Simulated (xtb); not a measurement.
## Run report: GaH2BrCl (charge −1), frequency calculation

System: GaH2BrCl, charge −1, SMILES [Cl][GaH2-][Br].
Method: GFN1-xTB (xtb 6.7.1).

The geometry was optimised with GFN1-xTB.

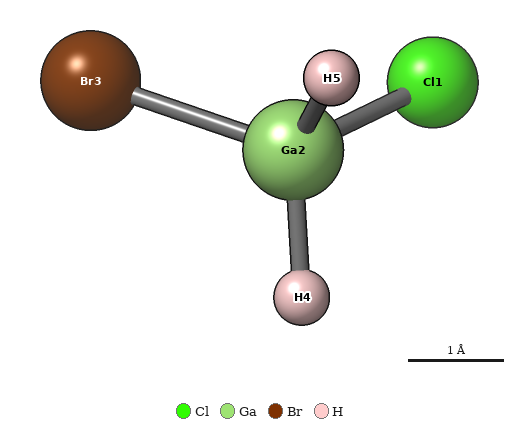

Fig. 1: The structure as given in the input (ball-and-stick view, seen at a tilt; atoms are numbered from 1 in the order of the input). Sticks mark near contacts.

## Input file (mol.coord)
```
$coord
     -3.091478556320     -0.808689397772      2.471516106614  cl
      0.027778974032      0.359898340435     -0.337259421462  ga
      3.346194740659     -2.600149763918      0.430611892018  br
     -1.119889495976     -0.021580672343     -3.012336826221  h
      0.837394337605      3.070521493598      0.447468249050  h
$end
```

## File .CHRG
```
-1
```

## File .UHF
```
0
```

## File xcontrol
```
$hess
   step=0.001
$end
```

Run on 1 thread of Intel Xeon @ 2.70GHz, 189 GiB of memory available, shared host.

Launch command:
```bash
xtb mol.coord --gfn 1 -I xcontrol --hess | tee out.txt
```

## What the program printed
```
* xtb version 6.7.1
   ID    Z sym.   atoms
    1   17 cl     1
    2   31 ga     2
    3   35 br     3
    4    1 h      4, 5

           -------------------------------------------------
          |                Calculation Setup                |
           -------------------------------------------------

          program call               : xtb mol.coord --gfn 1 -I xcontrol --hess
          coordinate file            : mol.coord
          omp threads                :                     1

           -------------------------------------------------
          |                 G F N 1 - x T B                 |
           -------------------------------------------------

      * Hamiltonian:
        H0-scaling (s, p, d)           1.850000    2.250000    2.000000
        zeta-weighting                 0.000000
      * Dispersion:
        s8                             2.400000
        a1                             0.630000
        a2                             5.000000
        s9                             0.000000
      * Repulsion:
        kExp                           1.500000
        rExp                           1.000000
      * Coulomb:
        alpha                          2.000000
        third order                    atomic
        anisotropic                    false
      * Halogen bond correction:
        rad-scale                      1.300000
        damping                        0.440000

          ...................................................
          :                      SETUP                      :
          :.................................................:
          :  # basis functions                  34          :
          :  # atomic orbitals                  31          :
          :  # shells                           13          :
          :  # electrons                        20          :
          :  # halogen bonds                     0          :
          :  max. iterations                   250          :
          :  Hamiltonian                  GFN1-xTB          :
          :  restarted?                      false          :
          :  GBSA solvation                  false          :
          :  PC potential                    false          :
          :  electronic temp.          300.0000000     K    :
          :  accuracy                    1.0000000          :
          :  -> integral cutoff          0.2500000E+02      :
          :  -> integral neglect         0.1000000E-07      :
          :  -> SCF convergence          0.1000000E-05 Eh   :
          :  -> wf. convergence          0.2000000E-04 e    :
          :  Broyden damping             0.4000000          :
          :  net charge                         -1          :
          :  unpaired electrons                  0          :
          ...................................................

 iter      E             dE          RMSdq      gap      omega  full diag
   1     -9.6181241 -0.961812E+01  0.152E+01    2.13       0.0  T
   2    -10.2889129 -0.670789E+00  0.726E+00    1.34       1.0  T
   3    -10.9367598 -0.647847E+00  0.291E+00    6.39       1.0  T
   4    -10.9468070 -0.100472E-01  0.195E+00    6.71       1.0  T
   5    -10.9538334 -0.702640E-02  0.693E-01    6.94       1.0  T
   6    -10.9540630 -0.229606E-03  0.234E-01    6.99       1.0  T
   7    -10.9543800 -0.317038E-03  0.488E-02    6.96       1.0  T
   8    -10.9543873 -0.730392E-05  0.209E-02    6.96       2.1  T
   9    -10.9543869  0.479126E-06  0.138E-02    6.96       3.2  T
  10    -10.9543874 -0.503252E-06  0.612E-04    6.96      73.1  T
  11    -10.9543874 -0.588226E-09  0.264E-04    6.96     169.4  T
  12    -10.9543874 -0.823057E-10  0.487E-05    6.96     917.9  T
  13    -10.9543874 -0.575540E-12  0.516E-06    6.96    8673.1  T

   *** convergence criteria satisfied after 13 iterations ***

         #    Occupation            Energy/Eh            Energy/eV
      -------------------------------------------------------------
         1        2.0000           -0.6995677             -19.0362
       ...           ...                  ...                  ...
         4        2.0000           -0.3064714              -8.3395
         5        2.0000           -0.3044366              -8.2841
         6        2.0000           -0.2993066              -8.1445
         7        2.0000           -0.2705196              -7.3612
         8        2.0000           -0.2591310              -7.0513
         9        2.0000           -0.2475380              -6.7359
        10        2.0000           -0.2418432              -6.5809 (HOMO)
        11                          0.0139047               0.3784 (LUMO)
        12                          0.0698028               1.8994
        13                          0.0897412               2.4420
        14                          0.0949828               2.5846
        15                          0.0994180               2.7053
       ...                                ...                  ...
        31                          1.1655727              31.7168
      -------------------------------------------------------------
                  HL-Gap            0.2557480 Eh            6.9593 eV
             Fermi-level           -0.1139692 Eh           -3.1013 eV

 SCC (total)                   0 d,  0 h,  0 min,  0.007 sec
 SCC setup                      ...        0 min,  0.000 sec (  1.245%)
 Dispersion                     ...        0 min,  0.000 sec (  1.022%)
 classical contributions        ...        0 min,  0.000 sec (  0.166%)
 integral evaluation            ...        0 min,  0.002 sec ( 23.165%)
 iterations                     ...        0 min,  0.003 sec ( 38.160%)
 molecular gradient             ...        0 min,  0.002 sec ( 34.477%)
 printout                       ...        0 min,  0.000 sec (  1.634%)

         :::::::::::::::::::::::::::::::::::::::::::::::::::::
         ::                     SUMMARY                     ::
         :::::::::::::::::::::::::::::::::::::::::::::::::::::
         :: total energy             -10.935136957710 Eh    ::
         :: gradient norm              0.000006412258 Eh/a0 ::
         :: HOMO-LUMO gap              6.959256002992 eV    ::
         ::.................................................::
         :: SCC energy               -10.954387372167 Eh    ::
         :: -> electrostatic           0.094469111672 Eh    ::
         :: repulsion energy           0.020864139454 Eh    ::
         :: dispersion energy         -0.001613724997 Eh    ::
         :: halogen bond corr.         0.000000000000 Eh    ::
         :: add. restraining           0.000000000000 Eh    ::
         :: total charge              -1.000000000000 e     ::
         :::::::::::::::::::::::::::::::::::::::::::::::::::::

           -------------------------------------------------
          |                Numerical Hessian                |
           -------------------------------------------------
step length          :   0.00100
SCC accuracy         :   0.30000
Hessian scale factor :   1.00000
frozen atoms in %    :   0.00000    0
RMS gradient         :   0.00001
estimated CPU  time      0.00 min

writing file <hessian>.

 projected vibrational frequencies (cm⁻¹)
eigval :       -0.00    -0.00    -0.00    -0.00    -0.00     0.00
eigval :      106.90   262.53   302.73   458.70   561.50   667.32
eigval :      761.22  1847.98  1924.90
           -------------------------------------------------
          |                Property Printout                |
           -------------------------------------------------

    * Orbital Energies and Occupations

         #    Occupation            Energy/Eh            Energy/eV
      -------------------------------------------------------------
         1        2.0000           -0.6995676             -19.0362
         2        2.0000           -0.5046071             -13.7311
         3        2.0000           -0.3768115             -10.2536
Molecule has the following symmetry elements: (sigma)
It seems to be the Cs point group
         4        2.0000           -0.3064714              -8.3395
         5        2.0000           -0.3044366              -8.2841
         6        2.0000           -0.2993066              -8.1445
         7        2.0000           -0.2705195              -7.3612
         8        2.0000           -0.2591310              -7.0513
         9        2.0000           -0.2475380              -6.7359
        10        2.0000           -0.2418432              -6.5809 (HOMO)
        11                          0.0139048               0.3784 (LUMO)
        12                          0.0698029               1.8994
        13                          0.0897412               2.4420
        14                          0.0949828               2.5846
        15                          0.0994181               2.7053
        16                          0.1167630               3.1773
        17                          0.1282165               3.4889
        18                          0.1371333               3.7316
        19                          0.1438801               3.9152
        20                          0.1594693               4.3394
        21                          0.1673888               4.5549
       ...                                ...                  ...
        31                          1.1655728              31.7168
      -------------------------------------------------------------
                  HL-Gap            0.2557479 Eh            6.9593 eV
             Fermi-level           -0.1139692 Eh           -3.1013 eV

  Mulliken/CM5 charges         n(s)   n(p)   n(d)
     1cl   -0.44579 -0.44164   1.904  5.549 -0.007
     2ga   -0.08443 -0.22318   1.181  1.431  0.472
     3br   -0.18355 -0.16362   1.904  5.295 -0.015
     4h    -0.14312 -0.08578   1.143  0.000  0.000
     5h    -0.14311 -0.08578   1.143  0.000  0.000

Wiberg/Mayer (AO) data.
largest (>0.10) Wiberg bond orders for each atom

 ---------------------------------------------------------------------------
     #   Z sym  total        # sym  WBO       # sym  WBO       # sym  WBO
 ---------------------------------------------------------------------------
     1  17 cl   0.961 --     2 ga   0.895
     2  31 ga   3.900 --     3 br   1.226     1 cl   0.895     5 h    0.889
                             4 h    0.889
     3  35 br   1.311 --     2 ga   1.226
     4   1 h    0.985 --     2 ga   0.889
     5   1 h    0.985 --     2 ga   0.889
 ---------------------------------------------------------------------------

Topologies differ in total number of bonds
Writing topology from bond orders to xtbtopo.mol

 dipole moment from electron density (au)
     X       Y       Z
   0.4722   0.8829  -1.0559  total (Debye):    3.699

           -------------------------------------------------
          |               Frequency Printout                |
           -------------------------------------------------
 projected vibrational frequencies (cm⁻¹)
eigval :       -0.00    -0.00    -0.00    -0.00    -0.00     0.00
eigval :      106.90   262.53   302.73   458.70   561.50   667.32
eigval :      761.22  1847.98  1924.90
 reduced masses (amu)
   1: 60.66   2: 72.97   3: 67.03   4: 66.02   5: 54.15   6: 49.08   7: 54.10   8: 47.07
   9: 74.15  10:  6.54  11:  1.52  12:  2.40  13:  1.92  14:  2.32  15:  1.36
 IR intensities (km·mol⁻¹)
   1:  0.26   2:  3.56   3:  4.18   4:  1.37   5:  2.90   6:  6.56   7:  4.84   8:144.99
   9: 32.54  10:157.04  11:  0.02  12:460.25  13:447.95  14:860.43  15:233.75
 Raman intensities (Ä⁴*amu⁻¹)
   1:  0.00   2:  0.00   3:  0.00   4:  0.00   5:  0.00   6:  0.00   7:  0.00   8:  0.00
   9:  0.00  10:  0.00  11:  0.00  12:  0.00  13:  0.00  14:  0.00  15:  0.00
 output can be read by thermo (or use thermo option).
 writing <g98.out> molden fake output.
 recommended (thermochemical) frequency scaling factor: 1.0
           -------------------------------------------------
          |             Thermodynamic Functions             |
           -------------------------------------------------

cs  symmetry found (for desy threshold:  0.10E+00) used in thermo

          ...................................................
          :                      SETUP                      :
          :.................................................:
          :  # frequencies                           9      :
          :  # imaginary freq.                       0      :
          :  linear?                             false      :
          :  only rotor calc.                    false      :
          :  symmetry                               cs      :
          :  rotational number                       1      :
          :  scaling factor                  1.0000000      :
          :  rotor cutoff                   50.0000000 cm⁻¹ :
          :  imag. cutoff                  -20.0000000 cm⁻¹ :
          :.................................................:

    mode    ω/cm⁻¹     T·S(HO)/kcal·mol⁻¹    T·S(FR)/kcal·mol⁻¹   T·S(vib)
   ------------------------------------------------------------------------
       1    106.90    -0.99118 ( 95.43%)    -0.83129 (  4.57%)    -0.98387
       2    262.53    -0.49042 ( 99.87%)    -0.56522 (  0.13%)    -0.49052
   ------------------------------------------------------------------------

   temp. (K)  partition function   enthalpy   heat capacity  entropy
                                   cal/mol     cal/K/mol   cal/K/mol   J/K/mol
 298.15  VIB   5.78                 1421.417      9.412      8.231
         ROT  0.302E+06              888.752      2.981     28.055
         INT  0.175E+07             2310.169     12.393     36.287
         TR   0.248E+28             1481.254      4.968     41.566
         TOT                        3791.4233    17.3612    77.8532   325.7380

       T/K    H(0)-H(T)+PV         H(T)/Eh          T*S/Eh         G(T)/Eh
   ------------------------------------------------------------------------
    298.15    0.604202E-02    0.217472E-01    0.369906E-01   -0.152434E-01
   ------------------------------------------------------------------------

         :::::::::::::::::::::::::::::::::::::::::::::::::::::
         ::                  THERMODYNAMIC                  ::
         :::::::::::::::::::::::::::::::::::::::::::::::::::::
         :: total free energy         -10.950380346082 Eh   ::
         ::.................................................::
         :: total energy              -10.935136957710 Eh   ::
         :: zero point energy           0.015705180328 Eh   ::
         :: G(RRHO) w/o ZPVE           -0.030948568699 Eh   ::
         :: G(RRHO) contrib.           -0.015243388371 Eh   ::
         :::::::::::::::::::::::::::::::::::::::::::::::::::::

           -------------------------------------------------
          | TOTAL ENERGY              -10.935136957710 Eh   |
          | TOTAL ENTHALPY            -10.913389759833 Eh   |
          | TOTAL FREE ENERGY         -10.950380346082 Eh   |
          | GRADIENT NORM               0.000006418377 Eh/α |
          | HOMO-LUMO GAP               6.959255932330 eV   |
           -------------------------------------------------

------------------------------------------------------------------------
------------------------------------------------------------------------
 total:
 *  cpu-time:     0 d,  0 h,  0 min,  0.160 sec
 * ratio c/w:     1.000 speedup
 SCF:
 *  cpu-time:     0 d,  0 h,  0 min,  0.007 sec
 * ratio c/w:     1.000 speedup
 analytical hessian:
 *  cpu-time:     0 d,  0 h,  0 min,  0.146 sec
 * ratio c/w:     1.000 speedup
```

## Standard error
```
normal termination of xtb
```

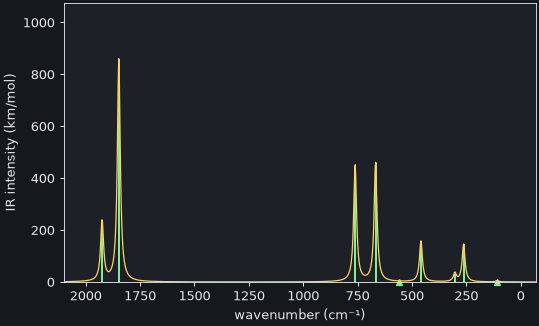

Fig. 2: Harmonic infrared spectrum, unscaled: sticks (degenerate modes added up, dark ones marked on the axis) with a Lorentzian envelope of 16 cm⁻¹ full width, scaled to the tallest stick. 9 modes from 107 to 1925 cm⁻¹, none imaginary. The strongest line is at 1848 cm⁻¹ (860 km/mol). All modes, in cm⁻¹ (km/mol): 107 (4.8), 263 (145), 303 (33), 459 (157), 562 (0.0), 667 (460), 761 (448), 1848 (860), 1925 (234).

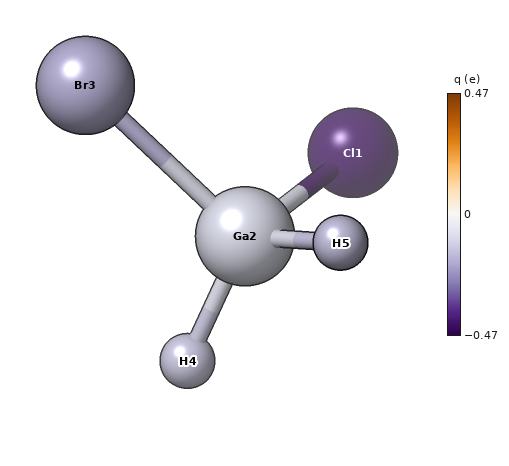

Fig. 3: Mulliken charges, as the colour of each atom (ball-and-stick view, seen at a tilt; atoms are numbered from 1 in the order of the input). By element: Cl −0.45, Ga −0.08, Br −0.18 and H −0.14 e.

## Summary

```tsv
quantity	value
outcome	converged
electrons treated	20
total energy	−10.935137 hartree
dispersion energy	−0.001614 hartree
basis functions	34
HOMO	−6.58 eV
LUMO	0.38 eV
zero-point energy	0.015705 hartree
wavenumbers, lowest and highest	107 and 1925 cm⁻¹
peak memory	0.071 GiB
```

## Remarks

Settings chosen away from the usual ones: method = gfn1-xtb; task = frequencies; x = {"hess_step": 0.001}; geo = {"prev": "A"}.
